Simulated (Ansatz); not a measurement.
# WC (Qusongite, P-6m2): modes against uniaxial strain along c, part 2 of 2

Wanted: the shifts of the zone-centre modes of WC (Qusongite, P-6m2) with strain.

Ansatz 0.2.0; DFT PBEsol, scalar-relativistic, plane waves, PAW; PAW set soft_1.

So far. Step 3 (Tight relaxation): The forces vanish by symmetry and the pressure is 0.000 GPa, within the tolerances set. The cell now holds 10.29 Å³/atom.

## (4) Modes at rest

Phonons follow from the second derivative of the energy, found here by linear response.

The modes at rest are the reference of the series.

File input.yaml:

```yaml
crystal:
  lattice:
    - [2.8985956534, 0.0, 0.0]
    - [-1.4492978267, 2.5102574712, 0.0]
    - [0.0, 0.0, 2.8280965416]
  atoms:
    - { symbol: C, position: [0.6666666667, 0.3333333333, 0.5] }
    - { symbol: W, position: [0.0, 0.0, 0.0] }
kpoints:
  mp_grid: { grid: [18, 18, 16] }
hamiltonian:
  xc: pbesol
  pseudopotentials: { kind: paw, azcp: { folder: soft_1 }, xc_functional: pbe }
scf:
  occupations: { method: methfessel_paxton, width: 0.2 }
output:
  eigenvalues: true
phonons:
  method: dfpt
```

The run is started by

```
ansatz run input.yaml --threads 4 --pin off --max-ram 10240MiB --backend cpu --events-out ev --progress --plain --runs-dir out
```

Numbers of over 12 decimals in the logs are rounded to 6 here.

Log:

```text
zone centre: on kpoints.mp_grid the ground state, and the responses unless they are solved on pairs of k-points, stand on 819 of the mesh's 5184 k-points, reduced under 4 symmetry operations, with k and −k counted as one. Each operation leaves every solved displacement unchanged or reverses it
[...]
Crystal: 2 atoms, lattice volume = 20.578 Å³
Basis set: ecut = 420 eV, 405 PW (Γ), exchange–correlation on 40×40×40 points (8 copies of the dense FFT grid, shifted against one another)
Bands: 13, of which v1, the nominal top of the filled ones, is band 9 counted from 1 (8 counted from 0)
Symmetry: 12 space group operations
k-points: 819 of 5184 (irreducible under 4 space group operations, time reversal used)
[...]
SCF iter   1: F=—  HF=-10505.938620 eV  |F-HF|=—  |Δ(HF+E_count)|=         —  Δρ=1.30e-1  dr2=4.66e0  ethr=3.10e-3  ⟨swp⟩=5.0  Hψ=53249  notcnv=0
[...]
SCF iter   9: F=-10504.746435 eV  HF=-10504.746435 eV  |F-HF|=7.28e-12  |Δ(HF+E_count)|=  1.46e-11  S|Δr|=    0.00e0  Δρ=7.35e-8  dr2=1.27e-12  ethr=1.00e-12  ⟨swp⟩=5.1  Hψ=40361  notcnv=0
SCF 1 converged in 9 iterations: F = -10504.746435 eV  dr2 = 1.27e-12
[...]
DFPT response loops at Γ: preconditioner auto → Kerker (q_TF=auto, 2.668 Å⁻¹) (partly filled bands, converged f_vac=0.000); β = 1.00, the filter's whole step (`scf.mixing.beta` (0.50) is not read by the response loops under this deck's `scf.mixing.preconditioner`; to damp them name `kerker` or `kerker_dos`, under which they read `scf.mixing.beta`, and type it under 1.00, their step now; both keys bind the ground state too); Broyden in place of MSR1
SCF converged after 9 iterations
[...]
Free energy (F): -10504.746435 eV
[...]
Internal energy: -10504.746303 eV  (E = F + TS)
E sigma→0 (E₀):  -10504.746402 eV
Entropy (-TS):   -0.000132 eV (-0.066 meV/atom)
Fermi energy:    20.493507 eV
[...]
--- Band table (eV; the first three rows and the last of 819) ---
  k-point 0: bands = [... 5 lower, 16.1148, 17.1185, 17.1185, 20.6109, 23.7593, 23.7593, 26.1834, 26.1834]
  k-point 1: bands = [... 5 lower, 16.0731, 17.1627, 17.1627, 20.5908, 23.4037, 23.4037, 26.4038, 26.4038]
  k-point 2: bands = [... 5 lower, 15.8978, 17.2920, 17.2920, 20.6210, 22.6562, 22.6562, 26.7182, 26.7182]
  k-point 818: bands = [... 5 lower, 14.0634, 14.6980, 18.5070, 19.2217, 25.6088, 25.9936, 26.5985, 30.1662]
--- Phonons (Γ-DFPT): 4 representative perturbations + reference, on 819 of 5184 k-points (Σ response iterations 12) ---
  k mesh reduced under 4 symmetry operations, with k and −k counted as one. Each operation leaves every solved displacement unchanged or reverses it
  ASR residual: 5.742e-5 → 0.000e0 eV/Å²; symmetrization residual: 1.255e-6 eV/Å²
  ASR residual per site (eV/Å²): 9.06e-6 5.74e-5
  Γ frequencies (cm⁻¹): 0.00 0.00 0.00 592.24 616.28 616.28
  non-analytic LO–TO correction: not included (Born effective charges unavailable; polar crystals: no LO–TO splitting at Γ)
```

It took 72 s on 4 threads of Intel Xeon at 2.50GHz (Skylake/Cascade Lake), shared host; peak memory 0.91 GiB.

In the SCF lines HF is the Harris–Foulkes energy and dr2 the Hartree energy of the density residual, in eV; the loop may stop once dr2 is under the threshold and the program's other checks hold. Hψ counts applications of the Hamiltonian.

This step gave:

* sum-rule residual before enforcement: 5.74e-5 eV/Å²
* point group: -6m2
* highest optical mode at the zone centre (no LO-TO term): 616.3 cm⁻¹
* lowest optical zone-centre mode: 592.2 cm⁻¹

Patterns of degenerate modes are one choice out of their space. Modes at Γ, with each element's share of the kinetic energy:

```
mode  frequency (cm⁻¹)  symmetry  C %  W %
   1               0.0  acoustic    6   94
   2               0.0  acoustic    6   94
   3               0.0  acoustic    6   94
   4             592.2      A2''   94    6
   5             616.3        E'   94    6
   6             616.3        E'   94    6
```

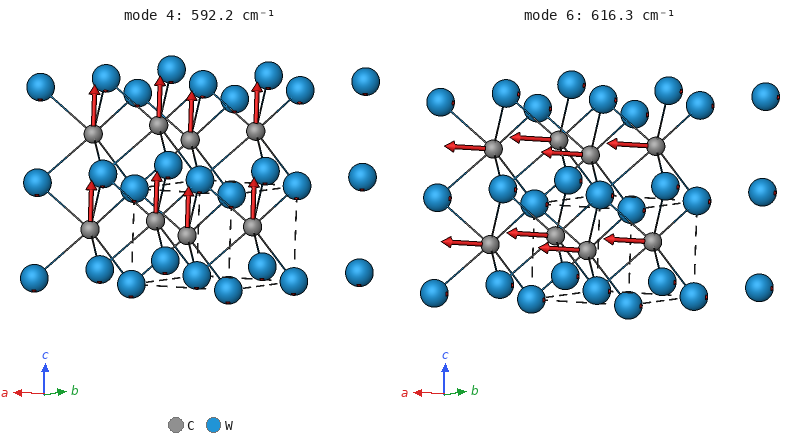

Displacement patterns of modes 4 and 6 at Γ; arrows are exaggerated. Bonds to atoms that aren't drawn are left out. 2×2×2 cells are drawn. Some periodic images of atoms are drawn too.

Before it was imposed, the acoustic sum rule was missed by 5.7e-5 eV/Å². Small misses are needed for a sound result but don't prove that mesh and cutoff are converged. The lowest optical mode is real, 592 cm⁻¹.

## (5) Relaxation of a member: uniaxial strain of +4 % along c

The cell takes a uniaxial strain of +4 % along c. The strained length and the angles are held, while the rest of the cell and the atoms relax.

input.yaml, the sections that differ from step 4:

```yaml
crystal:
  lattice:
    - [2.8832698145, 0.0, 0.0]
    - [-1.4416349072, 2.4969849053, 0.0]
    - [0.0, 0.0, 2.9412204032]
  atoms:
    - { symbol: C, position: [0.6666666677, 0.3333333323, 0.5] }
    - { symbol: W, position: [-1.0e-09, 1.0e-09, 0.0] }
output:
  forces: true
  stress: true
  eigenvalues: true
relax:
  adjacent_minimum: "off"
  f_tol: 0.001
  max_steps: 60
  cell: { stress_tol: 0.01, fix: [c, angles] }
# kpoints, hamiltonian, scf: as in step 4
# phonons: removed
```

Log:

```text
[...]
--- Relaxed structure (4 steps of the walk, 3 accepted, 1 SCFs on fresh bases) ---
[...]
cell:  # Å, volume = 21.1060 Å³
    - [2.878554, -2.8820356994751752e-11, 0.0]
    - [-1.439277, 2.492901, 0.0]
    - [0.0, 0.0, 2.9412204032]
  atoms:
    - { symbol: C, position: [0.666667, 0.333333, 0.500000] }
    - { symbol: W, position: [-1.4154929021017562e-10, 1.4154928549652042e-10, 0.0] }
[key lines of the parts left out:]
SCF converged after 4 iterations
Free energy (F): -10504.658700 eV
Fermi energy:    19.854123 eV
P = ⅓ Tr σ = -11.1042 GPa (-111.042 kbar)
```

Wall time 75 s (4 threads); peak memory 0.64 GiB.

Relaxation path:

```csv
step,energy less that of the first step (eV),largest force component (eV/Å),pressure (GPa),volume (Å³)
1,0.0000,0.0000,-12.27,21.18
2,-0.0001,0.0000,-9.79,21.03
3,-0.0004,0.0000,-11.11,21.11
4,-0.0004,0.0000,-11.10,21.11
5*,-0.0003,0.0000,-11.10,21.11
```

Relaxation steps marked * repeat the geometry before them on a plane-wave basis chosen anew for their cell, so energy and pressure can jump there. Relaxation step 2 was tried and not accepted.

```
conventional cell, symmetrised  before  after  change
                         a (Å)   2.883  2.879  -0.2 %
                         b (Å)   2.883  2.879  -0.2 %
                         c (Å)   2.941  2.941  -0.0 %
              volume (Å³/atom)   10.59  10.55  -0.3 %
```

Final coordinates:

```cif
data_structure
_symmetry_space_group_name_H-M 'P 1'
_symmetry_Int_Tables_number 1
_cell_length_a 2.8786
_cell_length_b 2.8786
_cell_length_c 2.9412
_cell_angle_alpha 90.000
_cell_angle_beta 90.000
_cell_angle_gamma 120.000
_cell_volume 21.11
loop_
_atom_site_label
_atom_site_type_symbol
_atom_site_fract_x
_atom_site_fract_y
_atom_site_fract_z
_atom_site_occupancy
C1 C 0.66667 0.33333 0.50000 1
W2 W 0.00000 0.00000 0.00000 1
```

Numbers from this step:

```
pressure        : -11.10 GPa
volume per atom : 10.55 Å³
```

The forces vanish by symmetry.

The cell shrank by 0.3 % in volume.

## (6) Modes of this member: uniaxial strain of +4 % along c

The zone-centre modes follow for uniaxial strain of +4 % along c.

input.yaml, the sections that differ from step 5:

```yaml
crystal:
  lattice:
    - [2.8785538046, 0.0, 0.0]
    - [-1.4392769023, 2.492900721, 0.0]
    - [0.0, 0.0, 2.9412204032]
  atoms:
    - { symbol: C, position: [0.6666666668, 0.3333333332, 0.5] }
    - { symbol: W, position: [-1.0e-10, 1.0e-10, 0.0] }
output:
  eigenvalues: true
phonons:
  method: dfpt
# kpoints, hamiltonian, scf: as in step 5
# relax: removed
```

Log:

```text
[...]
Crystal: 2 atoms, lattice volume = 21.106 Å³
Basis set: ecut = 420 eV, 405 PW (Γ), exchange–correlation on 40×40×40 points (8 copies of the dense FFT grid, shifted against one another)
Bands: 13, of which v1, the nominal top of the filled ones, is band 9 counted from 1 (8 counted from 0)
Symmetry: 12 space group operations
k-points: 819 of 5184 (irreducible under 4 space group operations, time reversal used)
[...]
SCF iter   1: F=—  HF=-10505.791830 eV  |F-HF|=—  |Δ(HF+E_count)|=         —  Δρ=1.25e-1  dr2=4.58e0  ethr=3.10e-3  ⟨swp⟩=5.0  Hψ=53573  notcnv=0
[...]
SCF iter   9: F=-10504.658700 eV  HF=-10504.658700 eV  |F-HF|=1.82e-12  |Δ(HF+E_count)|=  1.09e-11  S|Δr|=    0.00e0  Δρ=7.09e-8  dr2=1.35e-12  ethr=1.00e-12  ⟨swp⟩=5.1  Hψ=40371  notcnv=0
the search or the solves at the SCF's close seem to have found levels that the self-consistency loop had missed (the run counts 3). By its estimate they hold under 1e-12 electrons; where the run keeps them, the occupations were computed again with them
SCF 1 converged in 9 iterations: F = -10504.658700 eV  dr2 = 1.35e-12
[...]
SCF converged after 9 iterations
[...]
Free energy (F): -10504.658700 eV
[...]
Internal energy: -10504.659246 eV  (E = F + TS)
E sigma→0 (E₀):  -10504.658836 eV
Entropy (-TS):   0.000546 eV (0.273 meV/atom)
Fermi energy:    19.854123 eV
[...]
--- Band table (eV; the first three rows and the last of 819) ---
  k-point 0: bands = [... 5 lower, 15.5645, 16.9462, 16.9462, 19.5695, 22.9785, 22.9785, 25.2593, 25.2593]
  k-point 1: bands = [... 5 lower, 15.4879, 16.9858, 16.9858, 19.5825, 22.6852, 22.6852, 25.4379, 25.4379]
  k-point 2: bands = [... 5 lower, 15.2304, 17.1022, 17.1022, 19.6800, 22.0482, 22.0482, 25.7148, 25.7148]
  k-point 818: bands = [... 5 lower, 13.8183, 14.2995, 17.8587, 18.5213, 24.4116, 25.3763, 25.9225, 29.0671]
[...]
ASR residual: 4.182e-5 → 0.000e0 eV/Å²; symmetrization residual: 1.765e-6 eV/Å²
  ASR residual per site (eV/Å²): 1.06e-5 4.18e-5
  Γ frequencies (cm⁻¹): 0.00 0.00 0.00 504.99 580.96 580.96
[...]
```

Elapsed: 70 s, on 4 threads; peak memory 0.93 GiB.

This step gave:

- sum-rule residual before enforcement: 4.18e-5 eV/Å²
- highest optical mode at the zone centre (no LO-TO term): 581.0 cm⁻¹
- lowest optical zone-centre mode: 505.0 cm⁻¹

Patterns of degenerate modes are one choice out of their space. The modes at Γ (shares of kinetic energy by element, %):

```csv
mode,frequency (cm⁻¹),symmetry,C %,W %
1,0.0,acoustic,6,94
2,0.0,acoustic,6,94
3,0.0,acoustic,6,94
4,505.0,A2'',94,6
5,581.0,E',94,6
6,581.0,E',94,6
```

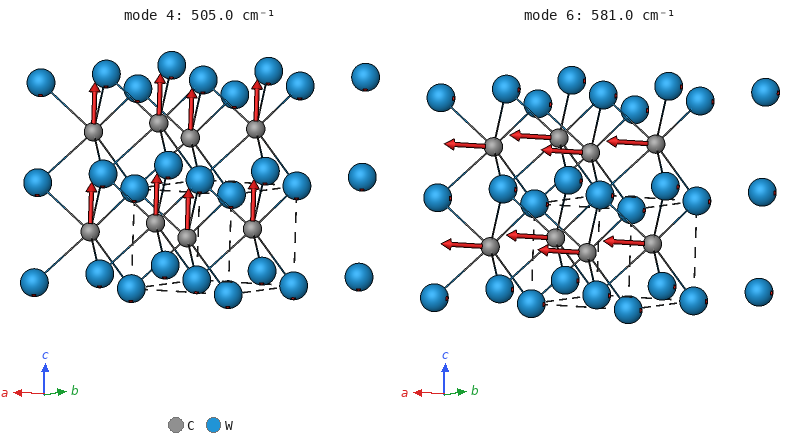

Displacement patterns of modes 4 and 6 at Γ; arrows are exaggerated. Bonds to atoms that aren't drawn are left out. 2×2×2 cells are drawn. Some periodic images of atoms are drawn too.

The lowest optical mode is real, 505 cm⁻¹, and the highest lies at 581.0 cm⁻¹.

For the highest optical mode at the zone centre (no LO-TO term), step 4 gave 616 cm⁻¹; this run, with strain 4 %, gives 581 cm⁻¹ (-6 %).

## (7) Relaxation of a member: uniaxial strain of -4 % along c

The cell takes a uniaxial strain of -4 % along c. The strained length and the angles are held, while the rest of the cell and the atoms relax.

input.yaml, the sections that differ from step 6:

```yaml
crystal:
  lattice:
    - [2.9167260862, 0.0, 0.0]
    - [-1.4583630431, 2.5259588865, 0.0]
    - [0.0, 0.0, 2.71497268]
  atoms:
    - { symbol: C, position: [0.6666666561, 0.3333333439, 0.5] }
    - { symbol: W, position: [1.06e-08, -1.06e-08, 0.0] }
output:
  forces: true
  stress: true
  eigenvalues: true
relax:
  adjacent_minimum: "off"
  f_tol: 0.001
  max_steps: 60
  cell: { stress_tol: 0.01, fix: [c, angles] }
# kpoints, hamiltonian, scf: as in step 6
# phonons: removed
```

Log:

```text
[...]
Crystal: 2 atoms, lattice volume = 20.003 Å³
Basis set: ecut = 420 eV, 393 PW (Γ), exchange–correlation on 40×40×40 points (8 copies of the dense FFT grid, shifted against one another)
Bands: 13, of which v1, the nominal top of the filled ones, is band 9 counted from 1 (8 counted from 0)
Symmetry: 4 space group operations
k-points: 819 of 5184 (time reversal used)
[...]
k-point 818: bands = [... 5 lower, 14.4241, 16.2150, 16.9799, 21.5404, 25.4356, 26.9151, 28.0166, 30.5693]
--- Relaxed structure (5 steps of the walk, 5 accepted, 2 SCFs on fresh bases) ---
[...]
cell:  # Å, volume = 20.0903 Å³
    - [2.923109, 0, 0.0]
    - [-1.461555, 2.531487, 0.0]
    - [0.0, 0.0, 2.71497268]
  atoms:
    - { symbol: C, position: [0.666667, 0.333333, 0.5] }
    - { symbol: W, position: [1.1758624952246339e-9, -1.1758625340871511e-9, 0.0] }
[key lines of the parts left out:]
SCF converged after 3 iterations
Free energy (F): -10504.645921 eV
Fermi energy:    21.119226 eV
P = ⅓ Tr σ = 13.3770 GPa (133.770 kbar)
```

It took 97 s on 4 threads; peak memory 0.62 GiB; 5.1 min of CPU time.

Step by step:

```csv
step,energy less that of the first step (eV),largest force component (eV/Å),pressure (GPa),volume (Å³)
1,0.0000,0.0000,15.23,20.00
2,-0.0001,0.0000,12.06,20.15
3,-0.0005,0.0000,13.37,20.09
4,-0.0005,0.0000,13.38,20.09
5*,-0.0006,0.0000,13.39,20.09
6,-0.0006,0.0000,13.38,20.09
7*,-0.0006,0.0000,13.38,20.09
```

Relaxation steps marked * repeat the geometry before them on a plane-wave basis chosen anew for their cell, so energy and pressure can jump there.

```csv
"conventional cell, symmetrised",before,after,change
a (Å),2.917,2.923,+0.2 %
b (Å),2.917,2.923,+0.2 %
c (Å),2.715,2.715,+0.0 %
volume (Å³/atom),10.00,10.05,+0.4 %
```

Final coordinates:

```cif
data_structure
_symmetry_space_group_name_H-M 'P 1'
_symmetry_Int_Tables_number 1
_cell_length_a 2.9231
_cell_length_b 2.9231
_cell_length_c 2.7150
_cell_angle_alpha 90.000
_cell_angle_beta 90.000
_cell_angle_gamma 120.000
_cell_volume 20.09
loop_
_atom_site_label
_atom_site_type_symbol
_atom_site_fract_x
_atom_site_fract_y
_atom_site_fract_z
_atom_site_occupancy
C1 C 0.66667 0.33333 0.50000 1
W2 W 0.00000 0.00000 0.00000 1
```

Numbers from this step:

* pressure: 13.38 GPa
* volume per atom: 10.05 Å³

The largest force component left is 1.9e-4 meV/Å.

## (8) Modes of this member: uniaxial strain of -4 % along c

The zone-centre modes follow for uniaxial strain of -4 % along c.

input.yaml, the sections that differ from step 7:

```yaml
crystal:
  lattice:
    - [2.9231091458, 0.0, 0.0]
    - [-1.4615545729, 2.5314867783, 0.0]
    - [0.0, 0.0, 2.71497268]
  atoms:
    - { symbol: C, position: [0.6666666655, 0.3333333345, 0.5] }
    - { symbol: W, position: [1.2e-09, -1.2e-09, 0.0] }
output:
  eigenvalues: true
phonons:
  method: dfpt
# kpoints, hamiltonian, scf: as in step 7
# relax: removed
```

Log:

```text
[...]
Crystal: 2 atoms, lattice volume = 20.090 Å³
Basis set: ecut = 420 eV, 393 PW (Γ), exchange–correlation on 40×40×40 points (8 copies of the dense FFT grid, shifted against one another)
Bands: 13, of which v1, the nominal top of the filled ones, is band 9 counted from 1 (8 counted from 0)
Symmetry: 12 space group operations
k-points: 819 of 5184 (irreducible under 4 space group operations, time reversal used)
[...]
k-point 2: bands = [... 5 lower, 16.5271, 17.4287, 17.4287, 21.5757, 23.2727, 23.2727, 27.4920, 27.7640]
  k-point 818: bands = [... 5 lower, 14.2876, 15.0741, 19.1703, 19.9274, 26.3776, 26.9067, 27.1174, 31.1142]
[...]
ASR residual: 2.106e-5 → 0.000e0 eV/Å²; symmetrization residual: 5.905e-7 eV/Å²
  ASR residual per site (eV/Å²): 1.22e-5 2.11e-5
  Γ frequencies (cm⁻¹): 0.00 0.00 0.00 653.19 658.52 658.52
[...]
[key lines of the parts left out:]
SCF converged after 9 iterations
Free energy (F): -10504.645921 eV
Fermi energy:    21.119226 eV
```

It took 70 s on 4 threads; peak memory 0.9 GiB.

Numbers from this step:

* sum-rule residual before enforcement: 2.11e-5 eV/Å²
* highest optical mode at the zone centre (no LO-TO term): 658.5 cm⁻¹
* lowest optical zone-centre mode: 653.2 cm⁻¹

Patterns of degenerate modes are one choice out of their space. The modes at Γ (shares of kinetic energy by element, %):

```csv
mode,frequency (cm⁻¹),symmetry,C %,W %
1,0.0,acoustic,6,94
2,0.0,acoustic,6,94
3,0.0,acoustic,6,94
4,653.2,A2'',94,6
5,658.5,E',94,6
6,658.5,E',94,6
```

The lowest optical mode is real, 653 cm⁻¹, and the highest lies at 658.5 cm⁻¹.

Between step 4 and this run (strain -4 %) the value for the highest optical mode at the zone centre (no LO-TO term) moves from 616 cm⁻¹ to 659 cm⁻¹ (+7 %).

## (9) The series together

The members are set side by side, also those not shown above.

Stress is positive in compression; energies are extrapolated to zero smearing, and E0 is that at rest; the edges not held and the atoms are relaxed in each cell; all runs use 18×18×16 k points and Methfessel-Paxton smearing of 0.2 eV. State of the crystal along the series:

```csv
strain (%),stress along the axis (GPa),free strain along a (%),free strain along b (%),E - E0 (meV/atom)
-4,40.13,0.8457,0.8457,50.28
-3,29.21,0.6255,0.6255,27.78
-2,18.99,0.4082,0.4082,12.21
-1,9.317,0.1972,0.1972,3.049
0,-2.38e-4,0,0,0
1,-8.969,-0.1847,-0.1847,2.846
2,-17.53,-0.3605,-0.3605,11.29
3,-25.66,-0.5287,-0.5287,25.05
4,-33.3,-0.6914,-0.6914,43.78
```

Optical modes are counted from below at rest and tracked from member to member by their patterns, and modes that stay within 0.3 cm⁻¹ of each other stand once; labels, where given, are those at rest; the edges not held and the atoms are relaxed in each cell; all runs use 18×18×16 k points and Methfessel-Paxton smearing of 0.2 eV. Optical modes along the series:

```csv
strain (%),optical mode 1 A2'' (cm⁻¹),optical mode 2 E' (cm⁻¹)
-4,653.2,658.5
-3,638.7,648
-2,624.4,636.8
-1,609.5,626
0,592.2,616.3
1,572.5,607.5
2,551,599.2
3,528.2,590.5
4,505,581
```

Value and slope at zero strain of a cubic (a lower polynomial where under five rows exist) through the rows within 2 % of rest. Slopes at rest:

| mode | frequency (cm⁻¹) | shift per percent of strain (cm⁻¹) | shift per GPa of compressive stress (cm⁻¹) |
| --- | --- | --- | --- |
| optical mode 1 A2'' | 592.2 | -18.54 | 2.03 |
| optical mode 2 E' | 616.3 | -9.2 | 1.01 |

## (10) Summary of results

```yaml
members: 9
highest_optical_mode_at_the_zone_centre_no_lo_to_term_at_rest: 616.3 cm⁻¹
young_s_modulus_along_c: 915 GPa
optical_mode_1_a2_shift_per_percent: -18.54 cm⁻¹
optical_mode_2_e_shift_per_percent: -9.20 cm⁻¹
```

**Reading.** The stress changes by 9.15 GPa for each percent, a Young’s modulus of 915 GPa along c. For each percent the free edge responds with -0.19 %. The fastest shift in the table of slopes is -18.5 cm⁻¹ for each percent (optical mode 1 A2''), or 2.0 cm⁻¹ for each GPa of compressive stress. For small strain, the measured shift of a line that Raman or infrared light can see, divided by its slope, estimates the stress, if the state of stress is of this kind. These are harmonic frequencies at zero temperature: anharmonic shifts, linewidths and thermal expansion are left out. Spin-orbit coupling is left out, which can matter for the heavy elements here. With no gap, or one that is small against the smearing, the frequencies hang on the k mesh and the smearing, most of all near Kohn anomalies. The PAW files were made for PBE; the program adapts parts of them to the functional of the run, but their partial waves stay those of PBE, an approximation that was not tested in this session. Only the zone centre was solved, so an instability at another wavevector cannot show here.

[Logs are printed without paths, hosts, clocks, repeated set-up lines and the standing remarks that a program may print on its own settings, such as how far it seeks lower states.]

[Hosts, paths, dates, database ids (printed as entryN), source tags and the programs' standing remarks are cut or masked in the printed files.]
